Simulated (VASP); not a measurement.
# BaZrO3: structure and properties in VASP, part 2 of 6

Aim: relax BaZrO3, then compute properties on the relaxed cell. The start is a cell from a database of measured crystal structures.

VASP 6.6.1, plane waves and PAW; the level of theory is named at each step.

So far, gap on the k-mesh (eV): step 2 (relaxing cell and atoms (LDA)) 3.22.

### Step 3. Second relaxation

Level of this step: LDA; plane waves and PAW (Ba_sv, Zr_sv, O) (VASP).

The basis stayed that of the start cell while the cell moved. A rerun from the cell reached resets it; the error of the finite cutoff stays.

INCAR

```
SYSTEM = BaZrO3
PREC = Accurate
ENCUT = 520
EDIFF = 1E-06
NELM = 100
ISMEAR = -1
SIGMA = 0.05
LREAL = .FALSE.
ALGO = Normal
GGA = CA
NBANDS = 26
LORBIT = 11
LWAVE = .FALSE.
LCHARG = .FALSE.
KPAR = 2
IBRION = 2
NSW = 60
ISIF = 3
EDIFFG = -0.01
```

POSCAR

```
BaZrO3
1.0
    4.1594782607      0.0000000000      0.0000000000
    0.0000000000      4.1594782607      0.0000000000
    0.0000000000      0.0000000000      4.1594782607
Ba Zr O
1 1 3
Direct
    0.0000000000      0.0000000000      0.0000000000
    0.5000000000      0.5000000000      0.5000000000
    0.5000000000      0.5000000000      0.0000000000
    0.5000000000      0.0000000000      0.5000000000
    0.0000000000      0.5000000000      0.5000000000
```

KPOINTS

```
Automatic mesh
0
Gamma
5 5 5
0 0 0
```

PAW data sets: Ba_sv, Zr_sv and O (LDA family, release 64).

The run is started by

```
mpirun -np 2 vasp_std
```

The program printed:

```text
[... set-up lines as in an earlier step ...]
 entering main loop
       N       E                     dE             d eps       ncg     rms          rms(c)
DAV:   1     0.306994148499E+03    0.30699E+03   -0.22158E+04   520   0.151E+03
DAV:   2    -0.333012628305E+02   -0.34030E+03   -0.33453E+03   646   0.375E+02
DAV:   3    -0.525703945062E+02   -0.19269E+02   -0.19217E+02   806   0.835E+01
DAV:   4    -0.530655814867E+02   -0.49519E+00   -0.49479E+00   736   0.108E+01
DAV:   5    -0.530739516086E+02   -0.83701E-02   -0.83692E-02   742   0.119E+00    0.306E+01
DAV:   6    -0.459695203931E+02    0.71044E+01   -0.40031E+01   594   0.406E+01    0.140E+01
DAV:   7    -0.458096038880E+02    0.15992E+00   -0.30871E+00   740   0.101E+01    0.850E+00
DAV:   8    -0.457445074636E+02    0.65096E-01   -0.31814E-01   634   0.432E+00    0.657E-01
DAV:   9    -0.457402926696E+02    0.42148E-02   -0.51183E-02   754   0.130E+00    0.484E-01
DAV:  10    -0.457402611126E+02    0.31557E-04   -0.12936E-02   730   0.954E-01    0.252E-01
DAV:  11    -0.457398993745E+02    0.36174E-03   -0.22017E-03   668   0.410E-01    0.282E-02
DAV:  12    -0.457399011380E+02   -0.17635E-05   -0.10908E-04   720   0.729E-02    0.263E-02
DAV:  13    -0.457398992325E+02    0.19055E-05   -0.80444E-06   650   0.200E-02    0.281E-03
DAV:  14    -0.457398992351E+02   -0.26002E-08   -0.56875E-07   318   0.659E-03
   1 F= -.45739899E+02 E0= -.45739899E+02  d E =-.457399E+02
 curvature:   0.00 expect dE= 0.000E+00 dE for cont linesearch  0.000E+00
 trial: gam= 0.00000 g(F)=  0.000E+00 g(S)=  0.492E-05 ort = 0.000E+00 (trialstep = 0.100E+01)
 search vector abs. value=  0.492E-05
 reached required accuracy - stopping structural energy minimisation
```

Wall time 11 s (2 MPI ranks of AMD EPYC 7R43, shared host); peak memory 0.26 GiB.

OUTCAR, selected parts (step 3):

```text
  LATTYP: Found a simple cubic cell.
 ALAT       =     4.1594782607

The static configuration has the point symmetry O_h .

 Found     10 irreducible k-points:

   ENCUT  =  520.0 eV  38.22 Ry    6.18 a.u.   7.73  7.73  7.73*2*pi/ulx,y,z

   NELECT =      40.0000    total number of electrons

 E-fermi :   4.6755

 k-point     1 :       0.0000    0.0000    0.0000
  band No.  band energies     occupation
    ...
     16       2.6001      2.00000
     17       2.6001      2.00000
     18       3.4481      2.00000
     19       3.4481      2.00000
     20       3.4481      2.00000
     21       6.7528      0.00000
     22       6.7528      0.00000
     23       6.7528      0.00000
     24       8.1795      0.00000
     25       8.1795      0.00000
    ...

 k-point     2 :       0.2000    0.0000    0.0000
  band No.  band energies     occupation
    ...
     16       2.2530      2.00000
     17       2.3058      2.00000
     18       2.5692      2.00000
     19       3.3377      2.00000
     20       3.3377      2.00000
     21       6.8968      0.00000
     22       7.6406      0.00000
     23       7.6406      0.00000
     24       8.8135      0.00000
     25       8.8391      0.00000
    ...

  Total       -0.0130312     -0.0130312     -0.0130312      0.0000000      0.0000000     -0.0000000
  in kB       -0.2901197     -0.2901197     -0.2901197      0.0000000      0.0000000     -0.0000000
  external PRESSURE =      -0.2901197 kB  Pullay stress =       0.0000000 kB

  energy-cutoff  :      520.00
  volume of cell :       71.96
      direct lattice vectors                 reciprocal lattice vectors
     4.159478261  0.000000000  0.000000000     0.240414768  0.000000000  0.000000000
     0.000000000  4.159478261  0.000000000     0.000000000  0.240414768  0.000000000
     0.000000000  0.000000000  4.159478261     0.000000000  0.000000000  0.240414768

 POSITION                                       TOTAL-FORCE (eV/Angst)
 -----------------------------------------------------------------------------------
      0.00000      0.00000      0.00000         0.000000      0.000000      0.000000
      2.07974      2.07974      2.07974         0.000000      0.000000      0.000000
      2.07974      2.07974      0.00000         0.000000      0.000000      0.000000
      2.07974      0.00000      2.07974         0.000000      0.000000      0.000000
      0.00000      2.07974      2.07974         0.000000      0.000000      0.000000
 -----------------------------------------------------------------------------------
    total drift:                                0.000000     -0.000000     -0.000000

  FREE ENERGIE OF THE ION-ELECTRON SYSTEM (eV)
  ---------------------------------------------------
  free  energy   TOTEN  =       -45.7398992351 eV

  energy  without entropy=      -45.7398992350  energy(sigma->0) =      -45.73989924

 total charge
# of ion       s       p       d       tot
------------------------------------------
    1        2.000   5.619   0.290   7.909
    2        2.210   6.098   1.484   9.793
    3        1.551   3.475   0.000   5.027
    4        1.551   3.475   0.000   5.027
    5        1.551   3.475   0.000   5.027
--------------------------------------------------
tot          8.864  22.143   1.774  32.781

[... 5 parts as in an earlier step ...]

[... 6 further parts left out ...]
```

CONTCAR:

```
BaZrO3
   1.00000000000000
     4.1594782607000003    0.0000000000000000    0.0000000000000000
     0.0000000000000000    4.1594782607000003    0.0000000000000000
     0.0000000000000000    0.0000000000000000    4.1594782607000003
  Ba              Zr              O
     1     1     3
Direct
     0.0000000000000000    0.0000000000000000    0.0000000000000000
     0.5000000000000000    0.5000000000000000    0.5000000000000000
     0.5000000000000000    0.5000000000000000    0.0000000000000000
     0.5000000000000000    0.0000000000000000    0.5000000000000000
     0.0000000000000000    0.5000000000000000    0.5000000000000000
```

Little changed from the start: no atom moved by 0.005 Å and no cell edge by 0.1 %.

Numbers from this step:

* Fermi energy: 4.676 eV
* pressure: -0.02901 GPa
* SCF cycles over all ionic steps: 14

It ends with forces that vanish by symmetry and a pressure of -0.03 GPa. The volume moved by under 0.01 %: the run met its threshold at the first step.

### Step 4. Density, ELF and potential (LDA)

The relaxed cell gets a fresh self-consistent run, on a basis set for its own volume, to fix the density and to check the remaining stress.

Changes to INCAR since step 3:

```diff
@@ -13,7 +13,5 @@
 LWAVE = .FALSE.
-LCHARG = .FALSE.
-KPAR = 2
-IBRION = 2
-NSW = 60
-ISIF = 3
-EDIFFG = -0.01
+LCHARG = .TRUE.
+ISIF = 2
+LELF = .TRUE.
+LVHAR = .TRUE.
```

POSCAR is that of step 3.

KPOINTS is that of step 3.

The run is started by

```
mpirun -np 2 vasp_std
```

The program printed:

```text
[banner, memory and clock lines left out]
running    2 mpi-ranks, on    1 nodes
 distrk:  each k-point on    2 cores,    1 groups
 distr:  one band on    1 cores,    2 groups

 POSCAR found type information on POSCAR BaZrO
 POSCAR found :  3 types and       5 ions
 LDA part: xc-table for (Slater(with rela. corr.)+CA(PZ))
 , standard interpolation
 POSCAR, INCAR and KPOINTS ok, starting setup
 FFT: planning ... GRIDC
 FFT: planning ... GRID_SOFT
 FFT: planning ... GRID
 WAVECAR not read
 entering main loop
       N       E                     dE             d eps       ncg     rms          rms(c)
DAV:   1     0.306994148498E+03    0.30699E+03   -0.22158E+04   520   0.151E+03
DAV:   2    -0.333012628307E+02   -0.34030E+03   -0.33453E+03   646   0.375E+02
[... 1 cycle as in an earlier step ...]
DAV:   4    -0.530655814868E+02   -0.49519E+00   -0.49479E+00   736   0.108E+01
DAV:   5    -0.530739516087E+02   -0.83701E-02   -0.83692E-02   742   0.119E+00    0.306E+01
DAV:   6    -0.459695203930E+02    0.71044E+01   -0.40031E+01   594   0.406E+01    0.140E+01
DAV:   7    -0.458096038881E+02    0.15992E+00   -0.30871E+00   740   0.101E+01    0.850E+00
DAV:   8    -0.457445074637E+02    0.65096E-01   -0.31814E-01   634   0.432E+00    0.657E-01
DAV:   9    -0.457402926698E+02    0.42148E-02   -0.51183E-02   754   0.130E+00    0.484E-01
DAV:  10    -0.457402611127E+02    0.31557E-04   -0.12936E-02   730   0.954E-01    0.252E-01
DAV:  11    -0.457398993746E+02    0.36174E-03   -0.22017E-03   668   0.410E-01    0.282E-02
DAV:  12    -0.457399011380E+02   -0.17634E-05   -0.10908E-04   720   0.729E-02    0.263E-02
DAV:  13    -0.457398992324E+02    0.19056E-05   -0.80445E-06   650   0.200E-02    0.281E-03
DAV:  14    -0.457398992352E+02   -0.28008E-08   -0.56876E-07   318   0.659E-03
   1 F= -.45739899E+02 E0= -.45739899E+02  d E =-.411498E-10
```

Wall time 13 s (2 MPI ranks); peak memory 0.21 GiB.

From OUTCAR (step 4):

```text
The static configuration has the point symmetry O_h .

 Found     10 irreducible k-points:

   NELECT =      40.0000    total number of electrons

 E-fermi :   4.6755

  Total       -0.0130312     -0.0130312     -0.0130312      0.0000000     -0.0000000      0.0000000
  in kB       -0.2901198     -0.2901198     -0.2901198      0.0000000     -0.0000000      0.0000000
  external PRESSURE =      -0.2901198 kB  Pullay stress =       0.0000000 kB

  FREE ENERGIE OF THE ION-ELECTRON SYSTEM (eV)
  ---------------------------------------------------
  free  energy   TOTEN  =       -45.7398992352 eV

  energy  without entropy=      -45.7398992351  energy(sigma->0) =      -45.73989924

[... 17 parts as in an earlier step ...]
```

This step gave:

```
SCF cycles : 14
```

Valence electrons inside each PAW sphere by angular momentum. Sphere charges, by row:

```csv
atom,s (e),p (e),d (e),tot (e)
Ba1,2,5.619,0.29,7.909
Zr2,2.21,6.098,1.484,9.793
O3,1.551,3.475,0,5.027
O4,1.551,3.475,0,5.027
O5,1.551,3.475,0,5.027
```

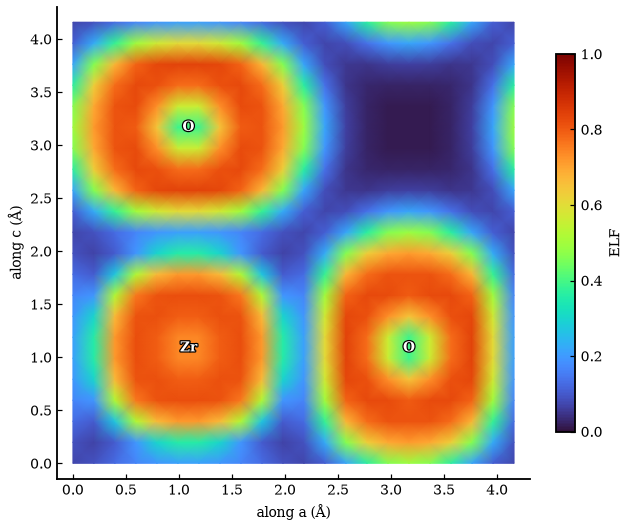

ELF in the ac plane at fractional y = 0.500, with atoms of Zr and O within 0.2 Å of it. It is the smooth field of the valence electrons, not physical close to the nuclei. The map starts off the cell's origin, so that atoms lie inside it.

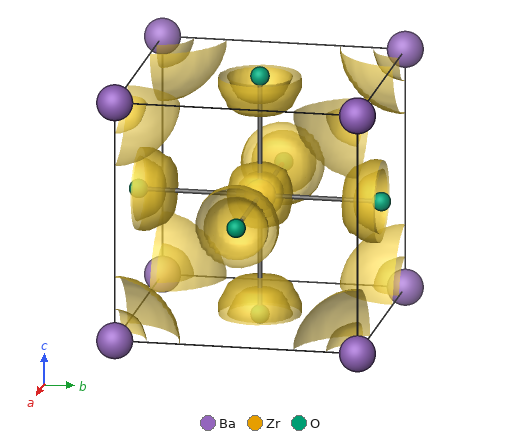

Surface of ELF = 0.81.

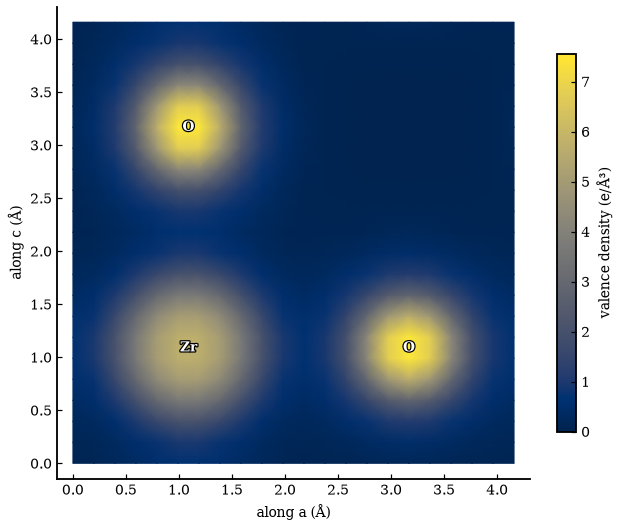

Valence density in the ac plane at fractional y = 0.500, with atoms of Zr and O within 0.2 Å of it. It is the smooth field of the valence electrons, not physical close to the nuclei. The map starts off the cell's origin, so that atoms lie inside it.

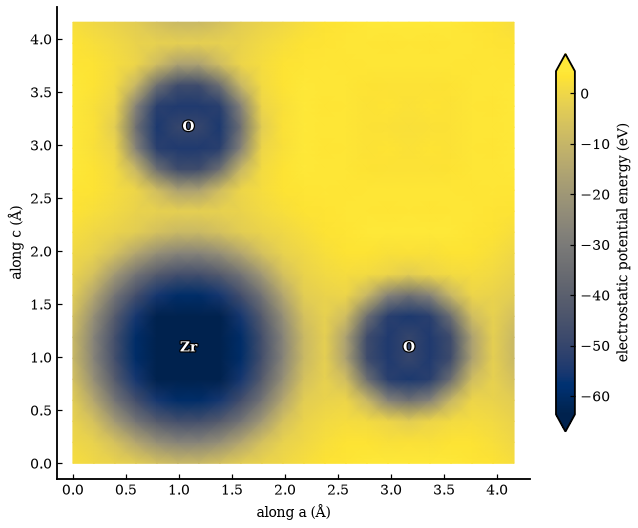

Electrostatic potential energy in the ac plane at fractional y = 0.500, with atoms of Zr and O within 0.2 Å of it. With pseudopotentials it is smooth inside the atoms' cores, unlike the true potential. The map starts off the cell's origin, so that atoms lie inside it.

In this run the pressure is -0.03 GPa, small enough to go on.

### Step 5. Bands along the symmetry lines (LDA)

The mesh alone shows little of the dispersion and can miss band extrema, so KPOINTS_OPT adds a path through the symmetry points after the self-consistent cycle.

INCAR

```
SYSTEM = BaZrO3
PREC = Accurate
ENCUT = 520
EDIFF = 1E-06
NELM = 100
ISMEAR = -1
SIGMA = 0.05
LREAL = .FALSE.
ALGO = Normal
GGA = CA
NBANDS = 35
LORBIT = 11
LWAVE = .FALSE.
LCHARG = .FALSE.
KPAR = 2
```

POSCAR is that of step 4.

KPOINTS is that of step 4.

KPOINTS_OPT

```
Line mode
16
Line-mode
Reciprocal
  0.00000000   0.00000000   0.00000000 GAMMA
  0.00000000   0.50000000   0.00000000 X

  0.00000000   0.50000000   0.00000000 X
  0.50000000   0.50000000   0.00000000 M

  0.50000000   0.50000000   0.00000000 M
  0.00000000   0.00000000   0.00000000 GAMMA

  0.00000000   0.00000000   0.00000000 GAMMA
  0.50000000   0.50000000   0.50000000 R

  0.50000000   0.50000000   0.50000000 R
  0.00000000   0.50000000   0.00000000 X

  0.50000000   0.50000000   0.00000000 M
  0.50000000   0.50000000   0.50000000 R
```

The run is started by

```
mpirun -np 2 vasp_std
```

The program printed:

```text
[... set-up lines as in an earlier step ...]
 entering main loop
       N       E                     dE             d eps       ncg     rms          rms(c)
DAV:   1     0.282449352933E+03    0.28245E+03   -0.21325E+04   700   0.112E+03
DAV:   2    -0.335824345601E+02   -0.31603E+03   -0.30250E+03   835   0.299E+02
DAV:   3    -0.525416752728E+02   -0.18959E+02   -0.18817E+02  1029   0.658E+01
DAV:   4    -0.530698225256E+02   -0.52815E+00   -0.52630E+00   988   0.806E+00
DAV:   5    -0.530740267482E+02   -0.42042E-02   -0.42040E-02   903   0.723E-01    0.306E+01
DAV:   6    -0.460649464574E+02    0.70091E+01   -0.20398E+01   776   0.301E+01    0.118E+01
DAV:   7    -0.458247982912E+02    0.24015E+00   -0.18556E+00   876   0.713E+00    0.959E+00
DAV:   8    -0.457644479140E+02    0.60350E-01   -0.44647E-01   834   0.450E+00    0.338E+00
DAV:   9    -0.457400783737E+02    0.24370E-01   -0.74544E-02   791   0.172E+00    0.611E-01
DAV:  10    -0.457399745203E+02    0.10385E-03   -0.55617E-03   872   0.543E-01    0.144E-01
DAV:  11    -0.457398983383E+02    0.76182E-04   -0.57687E-04   783   0.186E-01    0.332E-02
DAV:  12    -0.457399015169E+02   -0.31786E-05   -0.35581E-05   874   0.388E-02    0.386E-02
DAV:  13    -0.457398992033E+02    0.23137E-05   -0.46386E-06   808   0.175E-02    0.204E-03
DAV:  14    -0.457398992419E+02   -0.38621E-07   -0.33056E-07   441   0.402E-03
   1 F= -.45739899E+02 E0= -.45739899E+02  d E =-.635277E-10
 Start KPOINTS_OPT (optional k-point list driver)
k-point batch [1-10\96]
       N       E                     dE             ncg
DAV:   1    -0.133919976347E+03   -0.24613E+04      700
DAV:   2    -0.305083425815E+04   -0.29169E+04      859
DAV:   3    -0.323384520908E+04   -0.18301E+03     1037
DAV:   4    -0.323704035197E+04   -0.31951E+01     1029
DAV:   5    -0.323706840257E+04   -0.28051E-01      917
DAV:   6    -0.323706860282E+04   -0.20025E-03      912
DAV:   7    -0.323706860922E+04   -0.64039E-05      850
DAV:   8    -0.323706860943E+04   -0.20429E-06      629
[...]
k-point batch [91-96\96]
       N       E                     dE             ncg
DAV:   1     0.556033098474E+04   -0.88797E+04      420
DAV:   2     0.372220417836E+04   -0.18381E+04      502
DAV:   3     0.359504222396E+04   -0.12716E+03      704
DAV:   4     0.359264067317E+04   -0.24016E+01      576
DAV:   5     0.359260100268E+04   -0.39670E-01      529
DAV:   6     0.359260072631E+04   -0.27638E-03      528
DAV:   7     0.359260072054E+04   -0.57716E-05      521
DAV:   8     0.359260072040E+04   -0.13308E-06      384
```

Elapsed: 69 s, on 2 MPI ranks; peak memory 0.3 GiB.

OUTCAR, selected parts (step 5):

```text
   k-points           NKPTS =     10   k-points in BZ     NKDIM =     10   number of bands    NBANDS=     35

   NELECT =      40.0000    total number of electrons

 E-fermi :   4.6528

 k-point     1 :       0.0000    0.0000    0.0000
  band No.  band energies     occupation
    ...
     16       2.6001      2.00000
     17       2.6001      2.00000
     18       3.4481      2.00000
     19       3.4481      2.00000
     20       3.4481      2.00000
     21       6.7527      0.00000
     22       6.7527      0.00000
     23       6.7527      0.00000
     24       8.1795      0.00000
     25       8.1795      0.00000
    ...

  Total       -0.0117113     -0.0117113     -0.0117113      0.0000000     -0.0000000     -0.0000000
  in kB       -0.2607353     -0.2607353     -0.2607353      0.0000000     -0.0000000     -0.0000000
  external PRESSURE =      -0.2607353 kB  Pullay stress =       0.0000000 kB

  FREE ENERGIE OF THE ION-ELECTRON SYSTEM (eV)
  ---------------------------------------------------
  free  energy   TOTEN  =       -45.7398992419 eV

  energy  without entropy=      -45.7398992418  energy(sigma->0) =      -45.73989924

[... 9 parts as in an earlier step ...]

[... 8 further parts left out ...]
```

Numbers from this step:

```yaml
bands: 35
fermi_energy: 4.653 eV
pressure: -0.02607 GPa
least_gap_on_mesh_and_path: 3.114 eV
least_direct_gap_on_mesh_and_path: 3.304 eV
valence_top_at_k: 0.5, 0.5, 0.5
```

The electronic bands at the labelled points (eV, zero at the valence-band top; v1 is the highest filled band, c1 the lowest empty one):

```csv
point,v4,v3,v2,v1,c1,c2,c3,c4
Γ,-1.04,-0.19,-0.19,-0.19,3.11,3.11,3.11,4.54
X,-1.80,-1.79,-0.41,-0.41,3.59,5.80,5.80,6.42
M,-0.93,-0.93,-0.73,-0.08,5.77,5.77,6.52,6.61
Γ,-1.04,-0.19,-0.19,-0.19,3.11,3.11,3.11,4.54
R,-2.57,0.00,0.00,0.00,6.00,6.00,6.00,7.17
X,-1.80,-1.79,-0.41,-0.41,3.59,5.80,5.80,6.42
jump to M,-0.93,-0.93,-0.73,-0.08,5.77,5.77,6.52,6.61
R,-2.57,0.00,0.00,0.00,6.00,6.00,6.00,7.17
```

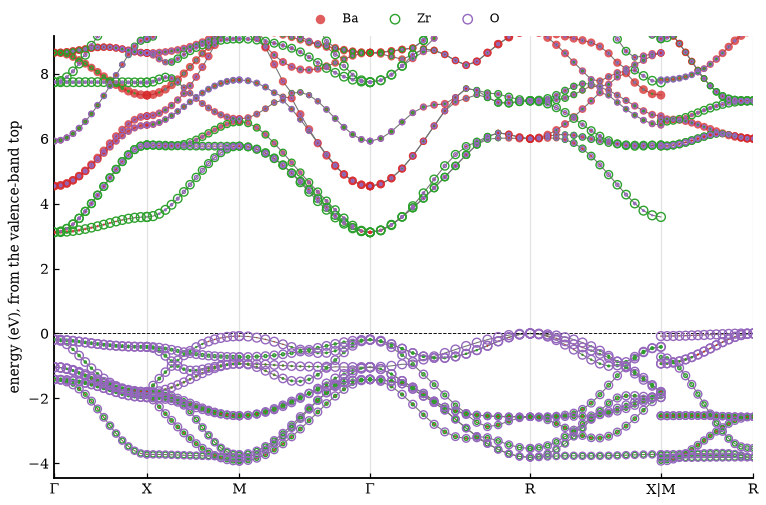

Electronic bands along the path; dots are coloured as in the legend, and their area grows with the weight.

The path lowers the gap by 0.11 eV against the mesh alone, so a band edge lies off the mesh.

The path shows an indirect gap of 3.11 eV (valence top at R, conduction bottom at Γ). The least direct gap is 3.30 eV.

(Part 2 of 6 ends here.)

[Lines on the potential files, build, host, timing and source positions are cut from VASP's logs without a mark.]

[Logs are printed without paths, hosts, clocks, repeated set-up lines and the standing remarks that a program may print on its own settings, such as how far it seeks lower states.]

[Hosts, paths, dates, database ids (printed as entryN), source tags and the programs' standing remarks are cut or masked in the printed files.]

[A measured line is paired with the nearest computed mode of its activity, which favours agreement.]
